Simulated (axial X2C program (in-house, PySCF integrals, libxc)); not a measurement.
**TaBr⁻: properties at the nuclei**

Aim: properties at the nuclei of TaBr⁻, with spin–orbit coupling in the Hamiltonian from the start.

The runs use an in-house X2C program for linear molecules on PySCF integrals; two-component X2C with atomic mean-field terms, Ta dyall-acv3z, Br dyall-acv3z.

All values are calculated.

## 1. The job

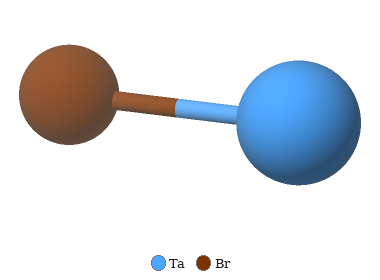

The two atoms at 2.600 Å (tantalum blue, bromine brown).

task.json

```json
{"zs": [73, 35], "q": -1, "bas": ["dyall-acv3z", "dyall-acv3z"], "r0": 2.6, "levels": ["PBE0", "HF", "B3LYP", "LDA", "r2SCAN"], "nst": 3}
```

Keys: zs atomic numbers; q charge; bas basis sets; r0 starting distance in Å; levels methods (HF also brings MP2); nst determinants followed.

Command:

```sh
> python soeom.py task.json out
```

Nuclei are Gaussian, cores are contracted, and the Gaunt term is on.

## 2. Expectation values, lowest determinant

R = 2.576 Å. State: Ω = 1/2 (excess of +ω over −ω: ω = 1/2).

Output of the PBE0 run:

```text
two-component X2C + atomic mean field  PBE0
basis functions 312  fitting functions 1590  grid points 5805
iter        total energy     max residual
   1     -18206.484088072     1.56e+01
   2     -18208.721790960     1.86e-02
   3     -18208.694472069     3.65e-02
   4     -18208.734718694     4.12e-03
   5     -18208.735416950     7.29e-04
   6     -18208.735426755     2.85e-04
   7     -18208.735430077     9.57e-05
   8     -18208.735430308     3.27e-05
   9     -18208.735430396     1.12e-05
  10     -18208.735430420     4.60e-06
  11     -18208.735430427     2.92e-06
  12     -18208.735430431     1.87e-06
  13     -18208.735430432     8.63e-07
converged
one-electron -26091.09772021  Coulomb 7785.19726163  exact exchange -101.67612440  xc functional -311.68198118  nuclear repulsion 524.86326627  atomic mean-field constant -14.34013254
```

The highest occupied spinor is 81% Ta d, 7% Br p, 6% Ta p.

| level | Eeff magnitude (GV/cm) | Ws magnitude Ta (kHz) | A∥/gI Ta (MHz) | qzz Ta (a.u.) | A∥/gI Br (MHz) | qzz Br (a.u.) |
| --- | --- | --- | --- | --- | --- | --- |
| PBE0 | 0.228 | 2.51 | 1320 | -3.64 | 97.9 | 1.35 |
| HF | 35.9 | 68.9 | -504 | -3.85 | 112 | 1.03 |
| B3LYP | 0.117 | 2.63 | 1430 | -3.34 | 81 | 1.25 |
| LDA | 1.29 | 0.254 | 1400 | -2.69 | 132 | 1.57 |
| r2SCAN | 8.64 | 19.7 | -491 | -3.63 | 41.3 | 1.38 |

Eeff is the effective electric field on the electron dipole moment in this Ω state and Ws the scalar–pseudoscalar constant (defined with the proton number Z and per Ω); A∥ is the parallel hyperfine constant, which follows by multiplying with the nuclear g factor gI = μI/(I μN); qzz is the electric field gradient, eQq0 = 234.96 MHz × Q/barn × qzz. The operators were transformed with the bare-nucleus X2C matrices.

## 3. Expectation values, a higher determinant

R = 2.576 Å. State: Ω = 1/2 (excess of +ω over −ω: ω = -1/2, ω = -3/2, ω = 5/2), 0.11 eV above the lowest in the PBE0 search for states (made at or near this distance, with looser thresholds).

Output of the PBE0 run:

```text
two-component X2C + atomic mean field  PBE0
basis functions 312  fitting functions 1590  grid points 5805
iter        total energy     max residual
   1     -18206.517554143     1.57e+01
   2     -18208.719951309     1.83e-02
   3     -18208.703383318     3.19e-02
   4     -18208.730994920     4.08e-03
   5     -18208.731688413     6.87e-04
   6     -18208.731699852     3.16e-04
   7     -18208.731703370     1.06e-04
   8     -18208.731703605     2.23e-05
   9     -18208.731703696     1.21e-05
  10     -18208.731703723     5.22e-06
  11     -18208.731703729     1.97e-06
  12     -18208.731703731     9.13e-07
  13     -18208.731703732     4.38e-07
converged
one-electron -26090.75813905  Coulomb 7784.86658993  exact exchange -101.67746752  xc functional -311.68582082  nuclear repulsion 524.86326627  atomic mean-field constant -14.34013254
```

The highest occupied spinor is 99% Ta d.

| level | Eeff magnitude (GV/cm) | Ws magnitude Ta (kHz) | A∥/gI Ta (MHz) | qzz Ta (a.u.) | A∥/gI Br (MHz) | qzz Br (a.u.) |
| --- | --- | --- | --- | --- | --- | --- |
| PBE0 | 16.9 | 32.4 | -219 | 0.39 | -226 | 1.26 |
| HF | 28.1 | 55.4 | 2280 | -1.14 | -176 | 0.94 |
| B3LYP | 11.7 | 22.9 | -910 | 0.88 | -207 | 1.20 |
| LDA | 8.74 | 16.8 | -984 | 1.73 | -280 | 1.42 |
| r2SCAN | 17 | 32.4 | 1570 | 0.37 | -236 | 1.24 |

## 4. Expectation values, a higher determinant

R = 2.576 Å. State: Ω = 3/2 (excess of +ω over −ω: ω = 3/2), 0.32 eV above the lowest in the PBE0 search for states (made at or near this distance, with looser thresholds).

Output of the PBE0 run:

```text
two-component X2C + atomic mean field  PBE0
basis functions 312  fitting functions 1590  grid points 5805
iter        total energy     max residual
   1     -18206.445160122     1.56e+01
   2     -18208.710856716     1.72e-02
   3     -18208.690861465     3.11e-02
   4     -18208.722933244     4.18e-03
   5     -18208.723730117     7.37e-04
   6     -18208.723739829     2.94e-04
   7     -18208.723743715     6.17e-05
   8     -18208.723743922     2.75e-05
   9     -18208.723744047     8.61e-06
  10     -18208.723744089     5.77e-06
  11     -18208.723744100     3.56e-06
  12     -18208.723744104     2.05e-06
  13     -18208.723744105     9.32e-07
converged
one-electron -26089.22128057  Coulomb 7783.29605882  exact exchange -101.66877155  xc functional -311.65288454  nuclear repulsion 524.86326627  atomic mean-field constant -14.34013254
```

The highest occupied spinor is 49% Ta d, 32% Ta p, 9% Ta s.

| level | Eeff magnitude (GV/cm) | Ws magnitude Ta (kHz) | A∥/gI Ta (MHz) | qzz Ta (a.u.) | A∥/gI Br (MHz) | qzz Br (a.u.) |
| --- | --- | --- | --- | --- | --- | --- |
| PBE0 | 6.72 | 6.05 | 796 | -7.00 | 57.1 | 0.77 |
| HF | 45.2 | 28.4 | 208 | -7.32 | 63.8 | 0.81 |
| B3LYP | 6.36 | 5.77 | 785 | -6.66 | 48.2 | 0.72 |
| LDA | 6.29 | 5.7 | 712 | -6.10 | 67.8 | 0.75 |
| r2SCAN | 11.1 | 8.77 | 314 | -7.09 | 47 | 0.65 |

## 5. Results

```
                                        quantity                                                        value
                              lowest determinant                      Ω = 1/2 (excess of +ω over −ω: ω = 1/2)
                    Eeff magnitude (GV/cm), PBE0                                                        0.228
                     Ws magnitude Ta (kHz), PBE0                                                         2.51
                            A∥/gI Ta (MHz), PBE0                                                         1320
                             qzz Ta (a.u.), PBE0                                                        -3.64
                              higher determinant  Ω = 1/2 (excess of +ω over −ω: ω = -1/2, ω = -3/2, ω = 5/2)
Eeff magnitude (GV/cm), PBE0, higher determinant                                                         16.9
 Ws magnitude Ta (kHz), PBE0, higher determinant                                                         32.4
        A∥/gI Ta (MHz), PBE0, higher determinant                                                         -219
         qzz Ta (a.u.), PBE0, higher determinant                                                         0.39
                              higher determinant                      Ω = 3/2 (excess of +ω over −ω: ω = 3/2)
Eeff magnitude (GV/cm), PBE0, higher determinant                                                         6.72
 Ws magnitude Ta (kHz), PBE0, higher determinant                                                         6.05
        A∥/gI Ta (MHz), PBE0, higher determinant                                                          796
         qzz Ta (a.u.), PBE0, higher determinant                                                        -7.00
```

In the first state, the effective field runs from 0.117 to 35.9 GV/cm over the mean-field levels, so the levels don't agree on it. The expectation values come from single determinants, which for open shells can mix terms of unlike spin or miss the lowest Ω, so a determinant need not be a state. Eeff is the effective electric field on the electron dipole moment in this Ω state and Ws the scalar–pseudoscalar constant (defined with the proton number Z and per Ω); A∥ is the parallel hyperfine constant, which follows by multiplying with the nuclear g factor gI = μI/(I μN); qzz is the electric field gradient, eQq0 = 234.96 MHz × Q/barn × qzz. The operators were transformed with the bare-nucleus X2C matrices.
